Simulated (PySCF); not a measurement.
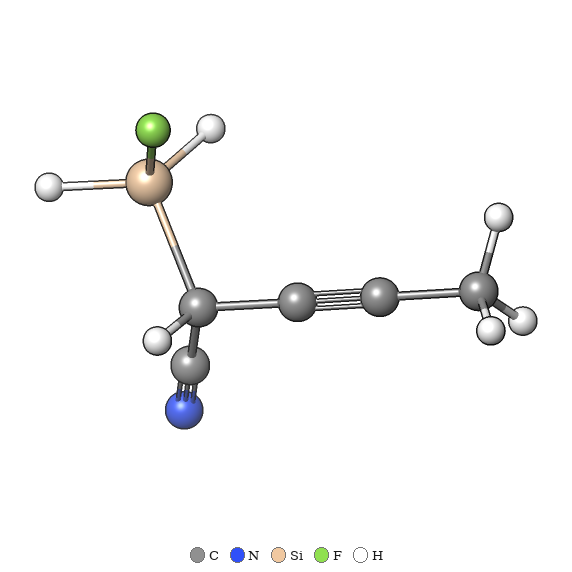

The computed structure is the end point of a GFN2-xTB optimisation. No frequency run is at hand to confirm it as a minimum.

Draw it as a skeletal formula.

SMILES: CC#C[C@H](C#N)[SiH2]F

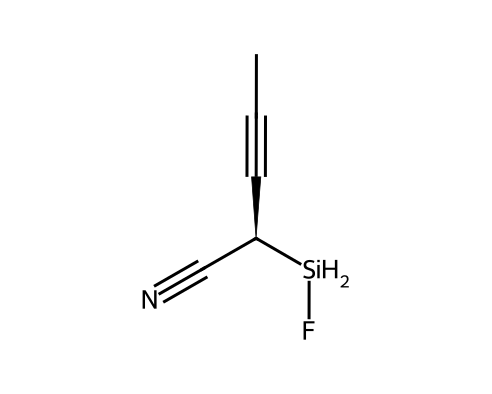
